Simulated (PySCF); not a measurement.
# FPbS (Pb(S)(F)+): the cost of one run

Computed with PySCF 2.14.0. Level: several levels, as the steps say, no spin–orbit coupling.

1 further run of the same task is left out (for a known fault of the program).

**1. The starting structure**

3 atoms, charge 1, spin multiplicity 1.

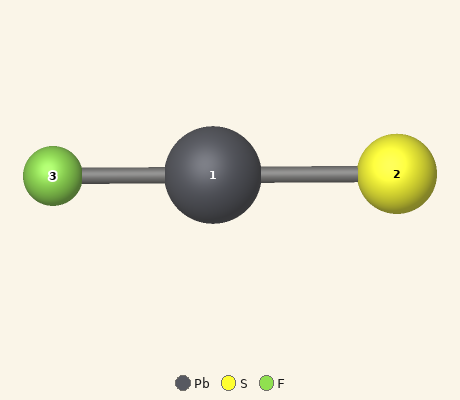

The structure; lead dark grey, sulfur yellow, fluorine green; atoms are numbered from 1 in the order of the file.

Geometry (Å):

```xyz
3
charge 1, multiplicity 1
Pb   -0.1289    0.0000    0.3765
S     2.1315    0.0000    0.4727
F    -2.0945    0.0000    0.2933
```

Formal oxidation states: Pb +4. An earlier session relaxed this geometry at PBE0, Pb def2-SVP with ECP60, S def2-SVP, F def2-SVP (singlet, point group C∞v).

At PBE0 on the finer grid: E = -690.121394 Eh, HOMO -14.14 eV, LUMO -10.90 eV, Mulliken charge on Pb1 +1.17 e, largest force component 0.012 eV/Å. 

Levels to run: BLYP; BP86; PBE0, TZVP. Hardware: 2 threads of Arm Neoverse V1, shared host.

**2. BLYP**

The input, run.py (the lines that set the calculation):

```python
mol = gto.M(atom='''
Pb    -0.12886     0.00000     0.37645
S      2.13152     0.00000     0.47273
F     -2.09445     0.00000     0.29330''',
    basis={'Pb': 'def2-SVP', 'S': 'def2-SVP', 'F': 'def2-SVP'},
    ecp={'Pb': 'def2-SVP'},
    charge=1, spin=0)
mf = dft.RKS(mol, xc='BLYP')
mf.grids.atom_grid = (75, 302)
mf = mf.density_fit()  # fitting sets: Pb def2-universal-JKFIT, S def2-universal-JKFIT, F def2-universal-JKFIT
mf.conv_tol = 1e-08; mf.max_cycle = 55
mf.kernel(dm0)  # dm0: the density of the relaxed state
```

Command:

```bash
OMP_NUM_THREADS=2 python run.py
```

**Question.** How long does this run take on 2 threads of Arm Neoverse V1, shared host?

About 1.4 s.
